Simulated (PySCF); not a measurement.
**Ho(NH2)3: structure and properties**

Aim: find the relaxed shape of Ho(NH2)3, test it by its vibrations, and read charges and levels. It is a constructed species; whether it can be made isn't addressed.

Method: PBE0, Ho lcecp-1-SVP with ECP56, N def2-SVP, H def2-SVP; scalar-relativistic core potentials, no spin–orbit coupling; program: PySCF 2.14.0.

1 further run of the same task is left out (for a known fault of the program).

**1. The system as given**

10 atoms, charge 0, spin multiplicity 1.

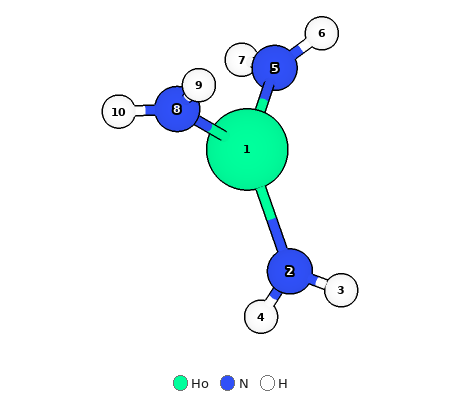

Start geometry, drawn with holmium green, nitrogen blue, hydrogen white; atoms are numbered from 1 in the order of the file.

As a file:

```mol
H6HoN3
  3D, bonds by distance, orders not assigned

 10  9  0  0  0  0  0  0  0  0999 V2000
    0.0000    0.0000    0.0000 Ho  0  0
    2.2455    0.0000    0.0000 N   0  0
    2.8355    0.0000    0.8300 H   0  0
    2.8355    0.0000   -0.8300 H   0  0
   -1.1227    1.9447    0.0000 N   0  0
   -1.4177    2.4556    0.8300 H   0  0
   -1.4177    2.4556   -0.8300 H   0  0
   -1.1228   -1.9447    0.0000 N   0  0
   -1.4178   -2.4556    0.8300 H   0  0
   -1.4178   -2.4556   -0.8300 H   0  0
  1  2  8  0
  1  5  8  0
  1  8  8  0
  2  3  8  0
  2  4  8  0
  5  6  8  0
  5  7  8  0
  8  9  8  0
  8 10  8  0
M  END
```

Formal oxidation states: Ho +3. Each metal's 10 4f electrons lie in its core potential, so multiplicities, spins and levels count the valence alone.

**2. SCF at the start, singlet**

run.py (the lines that set the calculation) reads:

```python
mol = gto.M(atom='''
Ho     0.00000     0.00000     0.00000
N      2.24550     0.00000     0.00000
H      2.83550     0.00000     0.83000
H      2.83550     0.00000    -0.83000
N     -1.12270     1.94470     0.00000
H     -1.41770     2.45560     0.83000
H     -1.41770     2.45560    -0.83000
N     -1.12280    -1.94470     0.00000
H     -1.41780    -2.45560     0.83000
H     -1.41780    -2.45560    -0.83000''',
    basis={'Ho': 'lcecp-1-SVP', 'N': 'def2-SVP', 'H': 'def2-SVP'},
    ecp={'Ho': 'lcecp-1-SVP'},
    charge=0, spin=0)
mf = dft.RKS(mol, xc='PBE0')
mf.grids.atom_grid = (50, 194)  # f atoms: unpruned, at least (60, 302)
mf = mf.density_fit()  # fitting sets: Ho AutoAux, N def2-universal-JKFIT, H def2-universal-JKFIT
mf.conv_tol = 1e-08; mf.max_cycle = 55
mf.kernel(dm0)  # dm0: free metal ions and neutral atoms
```

Command:

```
$ OMP_NUM_THREADS=2 python run.py
```

What it wrote:

```text
init E= -208.227585950906
  HOMO = -0.21321513870601  LUMO = -0.117571224955869  gap/eV = 2.60260
cycle= 1 E= -205.229631131253  delta_E=    3  |g|= 0.349  |ddm|= 3.14
  HOMO = -0.200133425139638  LUMO = -0.045544988134818  gap/eV = 4.20657
cycle= 2 E= -205.244862207317  delta_E= -0.0152  |g|= 0.211  |ddm|= 0.605
  HOMO = -0.189559423230435  LUMO = -0.0694854658389588  gap/eV = 3.26738
cycle= 3 E= -205.254940144071  delta_E= -0.0101  |g|= 0.0977  |ddm|= 0.307
  HOMO = -0.20074175841998  LUMO = -0.068697118398898  gap/eV = 3.59312
cycle= 4 E= -205.257140509845  delta_E= -0.0022  |g|= 0.0175  |ddm|= 0.092
  HOMO = -0.198860755104619  LUMO = -0.0663896248549563  gap/eV = 3.60472
cycle= 5 E= -205.257213327382  delta_E= -7.28e-05  |g|= 0.00204  |ddm|= 0.0249
  HOMO = -0.199173606353838  LUMO = -0.066787313996393  gap/eV = 3.60241
cycle= 6 E= -205.257214579721  delta_E= -1.25e-06  |g|= 0.000128  |ddm|= 0.00388
  HOMO = -0.199169376442454  LUMO = -0.0667756587714745  gap/eV = 3.60262
cycle= 7 E= -205.257214587551  delta_E= -7.83e-09  |g|= 2.24e-05  |ddm|= 0.000327
  HOMO = -0.199165712421017  LUMO = -0.0667781994766941  gap/eV = 3.60245
Extra cycle  E= -205.257214587525  delta_E= 2.65e-11  |g|= 3.01e-05  |ddm|= 5.35e-05
converged SCF energy = -205.257214587525
```

Run time: 4.1 s. Hardware: 2 threads of Arm Neoverse V1, shared host; peak memory 0.66 GiB.

Read off: E = -205.257215 Eh, HOMO -5.42 eV, LUMO -1.82 eV, Mulliken charge on Ho1 +1.02 e. 

**3. Relaxation, singlet**

Steps are kept in the start's point group, D3h.

run.py (the lines that set the calculation) reads:

```python
mol = gto.M(atom='''
Ho     0.00000     0.00000     0.00000
N      2.24552    -0.00003     0.00000
H      2.83549    -0.00004     0.83000
H      2.83549    -0.00004    -0.83000
N     -1.12273     1.94470     0.00000
H     -1.41771     2.45563     0.83000
H     -1.41771     2.45563    -0.83000
N     -1.12279    -1.94466     0.00000
H     -1.41778    -2.45559     0.83000
H     -1.41778    -2.45559    -0.83000''',
    basis={'Ho': 'lcecp-1-SVP', 'N': 'def2-SVP', 'H': 'def2-SVP'},
    ecp={'Ho': 'lcecp-1-SVP'},
    charge=0, spin=0)
mf = dft.RKS(mol, xc='PBE0')
mf.grids.atom_grid = (50, 194)  # f atoms: unpruned, at least (60, 302)
mf = mf.density_fit()  # fitting sets: Ho AutoAux, N def2-universal-JKFIT, H def2-universal-JKFIT
mf.conv_tol = 1e-08; mf.max_cycle = 55
mf.kernel(dm0)  # dm0: an SCF of this state at this start
# quasi-Newton relaxation in Cartesian coordinates to a largest gradient under 0.00045 Eh/bohr, steps kept in the point group
```

Command:

```
$ OMP_NUM_THREADS=2 python run.py
```

No log is kept here; the results follow.

Run time: 23 s. Hardware: 2 threads of Arm Neoverse V1, shared host.

The steps of the relaxation:

```csv
step,energy from step 1 (eV),largest force component (eV/Å)
1,0.0000,1.2852
2,-0.0895,0.5804
3,-0.1119,0.0670
4,-0.1121,0.0110
5,-0.1122,0.0055
```

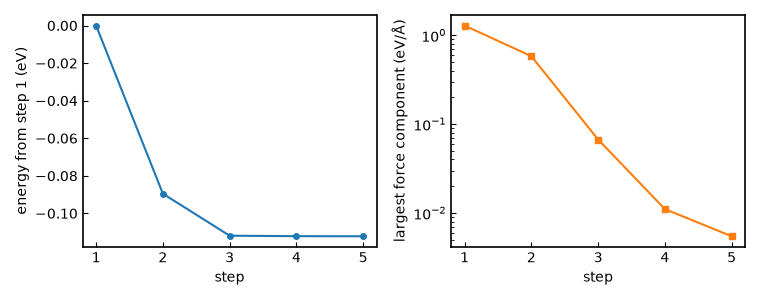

Energy and largest force along the relaxation.

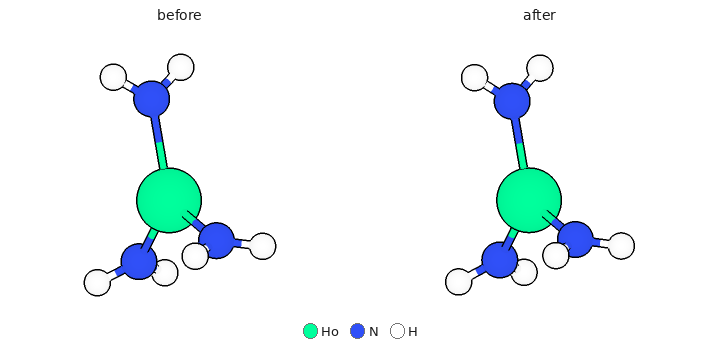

Before and after, at one scale.

Close pairs (by a distance rule), those that changed most:

```csv
bond,before (Å),after (Å),change (Å)
Ho1–N5,2.246,2.190,-0.056
Ho1–N8,2.246,2.190,-0.056
Ho1–N2,2.246,2.190,-0.056
N5–H6,1.018,1.020,+0.002
N5–H7,1.018,1.020,+0.002
N2–H3,1.018,1.020,+0.002
N2–H4,1.018,1.020,+0.002
N8–H9,1.018,1.020,+0.002
```

It ends in D3h at E = -205.261338 Eh.

```xyz
10
charge 0, multiplicity 1
Ho    0.0000    0.0000    0.0000
N     2.1900    0.0000    0.0000
H     2.8177    0.0000    0.8046
H     2.8177    0.0000   -0.8046
N    -1.0950    1.8966    0.0000
H    -1.4088    2.4402    0.8046
H    -1.4088    2.4402   -0.8046
N    -1.0950   -1.8966    0.0000
H    -1.4089   -2.4402    0.8046
H    -1.4089   -2.4402   -0.8046
```

**4. Harmonic vibrations**

run.py (the lines that set the calculation) reads:

```python
mol = gto.M(atom='''
Ho     0.00000     0.00000     0.00000
N      2.18998    -0.00003     0.00000
H      2.81769    -0.00004     0.80457
H      2.81769    -0.00004    -0.80457
N     -1.09496     1.89659     0.00000
H     -1.40881     2.44021     0.80457
H     -1.40881     2.44021    -0.80457
N     -1.09502    -1.89656     0.00000
H     -1.40888    -2.44017     0.80457
H     -1.40888    -2.44017    -0.80457''',
    basis={'Ho': 'lcecp-1-SVP', 'N': 'def2-SVP', 'H': 'def2-SVP'},
    ecp={'Ho': 'lcecp-1-SVP'},
    charge=0, spin=0)
mf = dft.RKS(mol, xc='PBE0')
mf.grids.atom_grid = (50, 194)  # f atoms: unpruned, at least (60, 302)
mf = mf.density_fit()  # fitting sets: Ho AutoAux, N def2-universal-JKFIT, H def2-universal-JKFIT
mf.conv_tol = 1e-10; mf.max_cycle = 55
mf.kernel(dm0)  # dm0: the density of the relaxed state
# Hessian and dipole derivatives by central differences of gradients, 0.02 bohr
```

Command:

```
$ OMP_NUM_THREADS=2 python run.py
```

The driver keeps no SCF log for this step, only its results.

It took 49 s on 2 threads of Arm Neoverse V1, shared host.

Point group D3h; negative numbers are unstable modes, and those under 60 cm⁻¹ are near the numerical noise:

```csv
cm⁻¹,km/mol,symmetry
-446,0.0,e''
-446,0.0,e''
-428,0.0,a1''
-76,46.1,a2''
123,0.1,e'
123,0.1,e'
316,0.0,e''
316,0.0,e''
331,186.3,a2''
388,0.0,a2'
425,289.0,e'
425,289.0,e'
512,168.5,e'
512,168.5,e'
540,0.0,a1'
1527,38.5,e'
1527,38.5,e'
1530,0.0,a1'
3541,16.4,e'
3541,16.4,e'
3541,0.0,a1'
3612,0.0,e''
3612,0.0,e''
3613,11.2,a2''
```

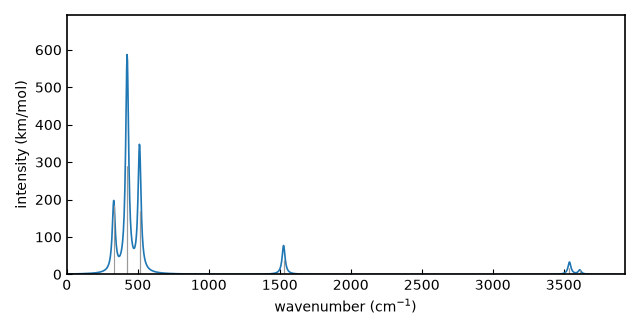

The infrared spectrum from the harmonic lines. Lines are broadened to a width of 25 cm⁻¹ (Lorentzian).

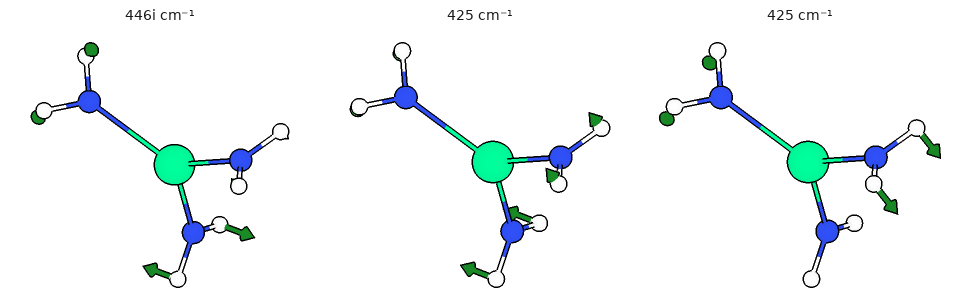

Displacements of 3 modes, as arrows.

**5. Displaced along the imaginary mode**

No symmetry is imposed.

run.py (the lines that set the calculation) reads:

```python
mol = gto.M(atom='''
Ho     0.00000     0.00000     0.00000
N      2.18998    -0.00003     0.00384
H      2.82200    -0.25001     0.80489
H      2.81337     0.24992    -0.80426
N     -1.09496     1.89659    -0.01390
H     -1.45714     2.39428     0.80343
H     -1.36047     2.48614    -0.80572
N     -1.09502    -1.89656     0.01006
H     -1.25419    -2.54252     0.80540
H     -1.56357    -2.33781    -0.80374''',
    basis={'Ho': 'lcecp-1-SVP', 'N': 'def2-SVP', 'H': 'def2-SVP'},
    ecp={'Ho': 'lcecp-1-SVP'},
    charge=0, spin=0)
mf = dft.RKS(mol, xc='PBE0')
mf.grids.atom_grid = (50, 194)  # f atoms: unpruned, at least (60, 302)
mf = mf.density_fit()  # fitting sets: Ho AutoAux, N def2-universal-JKFIT, H def2-universal-JKFIT
mf.conv_tol = 1e-08; mf.max_cycle = 55
mf.kernel(dm0)  # dm0: an SCF of this state at this start
# quasi-Newton relaxation in Cartesian coordinates to a largest gradient under 0.00045 Eh/bohr, steps kept in the point group
```

Command:

```
$ OMP_NUM_THREADS=2 python run.py
```

The driver keeps no SCF log for this step, only its results.

Wall time 4.6 min (2 threads of Arm Neoverse V1, shared host).

The steps of the relaxation: (not every step is listed)

```csv
step,energy from step 1 (eV),largest force component (eV/Å)
1,0.0000,1.1357
2,-0.1154,0.1582
3,-0.2455,0.6461
4,-0.2573,1.4744
5,-0.4047,0.7026
6,-0.4256,0.9621
7,-0.4626,0.6453
8,-0.5021,0.4026
9,-0.5533,0.3825
12,-0.6458,1.4267
15,-0.7261,0.3827
18,-0.7842,0.3729
21,-0.8211,0.2375
24,-0.8289,0.1474
27,-0.8443,0.1385
30,-0.8514,0.2005
33,-0.8554,0.0920
36,-0.8600,0.0955
39,-0.8639,0.0874
42,-0.8655,0.0323
43,-0.8657,0.0356
44,-0.8660,0.0472
45,-0.8661,0.0322
46,-0.8662,0.0153
47,-0.8662,0.0125
```

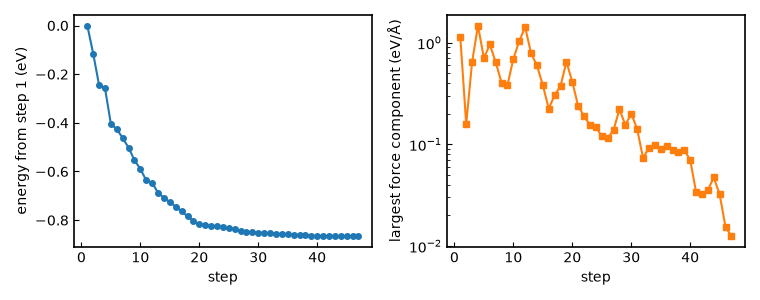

Energy and force, step by step.

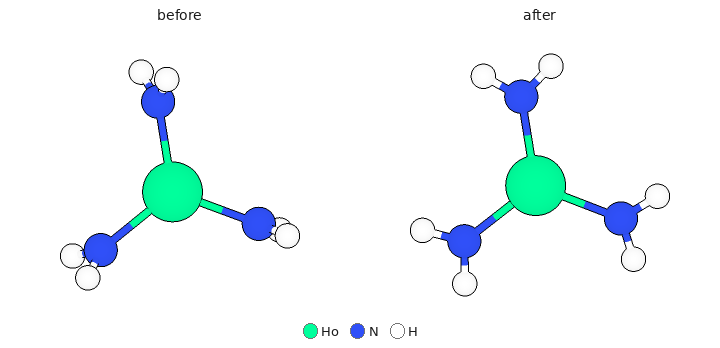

Before and after, at one scale.

Close pairs (by a distance rule), those that changed most:

```csv
bond,before (Å),after (Å),change (Å)
N2–H4,1.051,1.021,-0.030
N2–H3,1.051,1.021,-0.030
Ho1–N2,2.190,2.162,-0.028
Ho1–N8,2.190,2.163,-0.027
Ho1–N5,2.190,2.164,-0.026
N8–H10,1.038,1.021,-0.017
N8–H9,1.037,1.021,-0.016
N5–H6,1.023,1.021,-0.002
```

It ends in C3v at E = -205.293570 Eh.

```
Ho   -0.0069    0.0034    0.0133
N     2.1552    0.0003   -0.0074
H     2.7737   -0.8065    0.0837
H     2.7767    0.8035   -0.1089
N    -1.0847    1.8655   -0.2163
H    -2.0956    2.0068   -0.2273
H    -0.6831    2.7963   -0.3352
N    -1.0778   -1.8636    0.2296
H    -0.6699   -2.7944    0.3238
H    -2.0875   -2.0113    0.2448
```

**6. Properties on a finer grid**

run.py (the lines that set the calculation) reads:

```python
mol = gto.M(atom='''
Ho    -0.00693     0.00345     0.01326
N      2.15520     0.00034    -0.00743
H      2.77366    -0.80650     0.08373
H      2.77674     0.80349    -0.10889
N     -1.08470     1.86545    -0.21634
H     -2.09561     2.00677    -0.22734
H     -0.68314     2.79625    -0.33519
N     -1.07780    -1.86357     0.22965
H     -0.66992    -2.79437     0.32379
H     -2.08750    -2.01130     0.24477''',
    basis={'Ho': 'lcecp-1-SVP', 'N': 'def2-SVP', 'H': 'def2-SVP'},
    ecp={'Ho': 'lcecp-1-SVP'},
    charge=0, spin=0)
mf = dft.RKS(mol, xc='PBE0')
mf.grids.atom_grid = (75, 302)  # f atoms: unpruned, at least (60, 302)
mf = mf.density_fit()  # fitting sets: Ho AutoAux, N def2-universal-JKFIT, H def2-universal-JKFIT
mf.conv_tol = 1e-09; mf.max_cycle = 55
mf.kernel(dm0)  # dm0: the density of the relaxed state
```

Command:

```
$ OMP_NUM_THREADS=2 python run.py
```

What it wrote:

```text
init E= -205.293562910236
  HOMO = -0.222979309853055  LUMO = -0.0391703234994711  gap/eV = 5.00170
cycle= 1 E= -205.293562909815  delta_E= 4.21e-10  |g|= 8e-05  |ddm|= 0.00014
  HOMO = -0.222977217598453  LUMO = -0.0391708562154953  gap/eV = 5.00163
cycle= 2 E= -205.293562906978  delta_E= 2.84e-09  |g|= 0.000136  |ddm|= 0.000171
  HOMO = -0.222978581375228  LUMO = -0.0391706242177126  gap/eV = 5.00167
cycle= 3 E= -205.293562911308  delta_E= -4.33e-09  |g|= 3.91e-06  |ddm|= 0.000108
  HOMO = -0.222978573262185  LUMO = -0.0391705427604023  gap/eV = 5.00167
cycle= 4 E= -205.293562911313  delta_E= -4.38e-12  |g|= 3.06e-07  |ddm|= 4.42e-06
  HOMO = -0.222978537423726  LUMO = -0.039170566096475  gap/eV = 5.00167
Extra cycle  E= -205.293562911312  delta_E= 1.08e-12  |g|= 4.13e-07  |ddm|= 9.09e-07
converged SCF energy = -205.293562911312
```

Wall time 20 s (2 threads of Arm Neoverse V1, shared host).

Result: E = -205.293563 Eh, HOMO -6.07 eV, LUMO -1.07 eV, Mulliken charge on Ho1 +0.90 e, largest force component 0.013 eV/Å. 

Löwdin charges:

```csv
atom,value (e)
Ho1,0.52
N2,-0.31
H3,0.07
H4,0.07
N5,-0.31
H6,0.07
H7,0.07
N8,-0.31
H9,0.07
H10,0.07
```

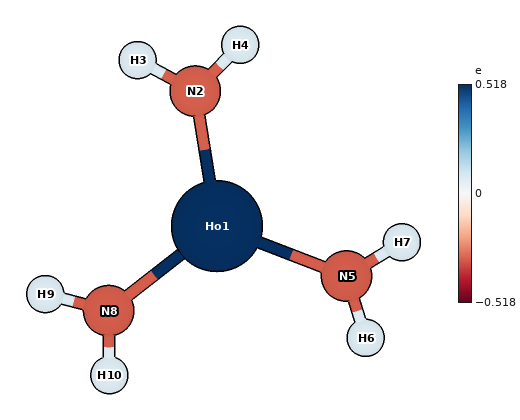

Löwdin charges, as colours on the atoms.

Mulliken charges: Ho1 +0.90, N2 -0.54, H3 +0.12, H4 +0.12, N5 -0.55, H6 +0.12, H7 +0.12, N8 -0.55, H9 +0.12, H10 +0.12 e.

Contacts (the nearest donor of each ligand) and Mayer bond orders:

```csv
contact,distance (Å),bond order
Ho1–N2 (NH2),2.162,1.12
Ho1–N5 (NH2),2.164,1.11
Ho1–N8 (NH2),2.163,1.11
```

Mulliken populations of Ho1 outside the core potential: s 2.25, p 6.37, d 1.42, f 0.05.

The fields below are evaluated on a grid from the run's orbitals.

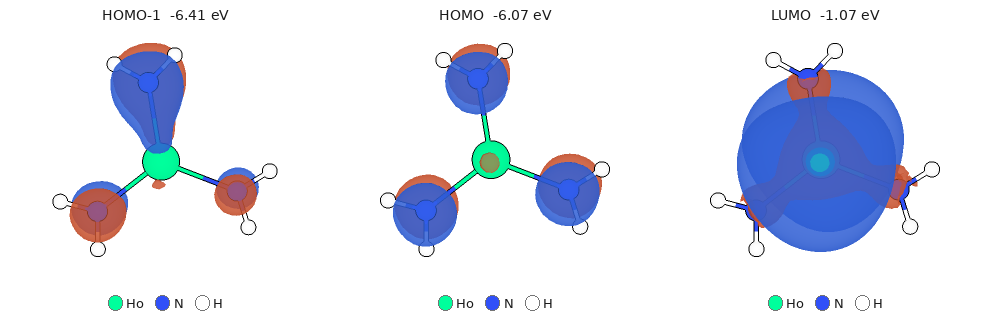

Frontier orbitals at PBE0; each surface holds 70 % of the orbital's density, blue and red mark the sign.

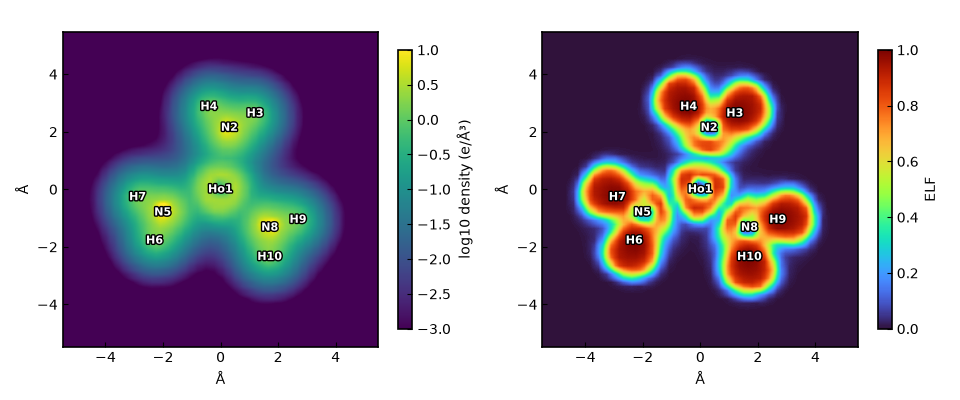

Density (left) and ELF (right) in a plane through or near 10 of the atoms.

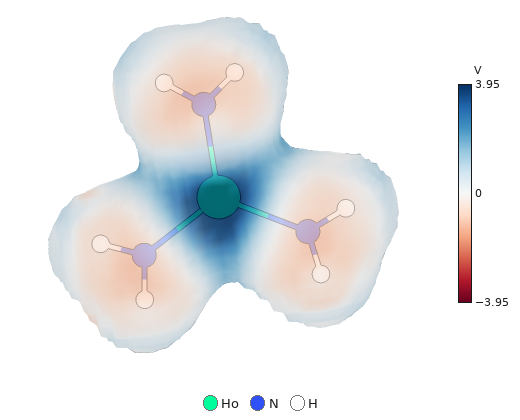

The potential that a unit positive charge feels on the 0.002 e/bohr³ surface, from the 1st to the 99th percentile, from -1.06 V near N8 to 3.95 V near Ho1.

**7. Outcome**

| quantity | value |
| --- | --- |
| state and point group | singlet in the valence, C3v |
| first geometry: modes | -446 to 3613 cm⁻¹, 4 unstable |
| first geometry: strongest infrared band (modes within 1.5 cm⁻¹ summed) | 425 cm⁻¹ (578 km/mol) |
| metal–ligand contacts | 2.16 Å |
| frontier levels | HOMO -6.07 eV, LUMO -1.07 eV |
| dipole | 0.04 D |
| mean polarisability | 9.0 Å³ |

At the first geometry 4 modes are unstable, so this structure is a saddle point; the molecule was then pushed along the lowest one and relaxed again. The metal carries +0.52 e by Löwdin's partition against a formal +3, and bond orders to the nearest donors reach 1.12. Both measures hang on the basis. Leaving the first, D3h structure gained 0.88 eV and gave C3v. No vibrations are shown for the final structure, so this session doesn't show it to be a minimum. One start shape was tried, so another isomer may lie lower. The bases are small and lack diffuse functions. Spin–orbit coupling is left out.
